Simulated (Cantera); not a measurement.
Input: 1 mol B2O3, a varied amount of NH3, 1.2 mol N2, 2.5 mol H2O, at 1248.15 K and 750 Torr.

Cantera equilibrium calculation (NASA polynomials, part measured and part estimated; ideal gas, pure solids and liquids). Candidate condensed phases: B, BN, B2O3, B3O3H3, H2O; 39 gas species. Gases not in the tables: H3BO3. The numbers say what is thermodynamically allowed, not how fast it happens.

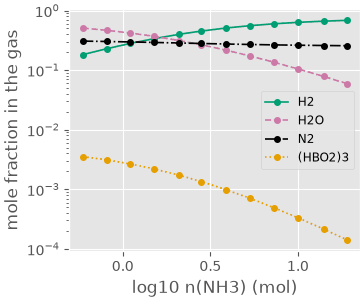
Equilibrium gas composition (values under 1e-9 drawn at 1e-9)

From 0.59 mol NH3 to 19 mol NH3 the condensed part is B2O3(l).
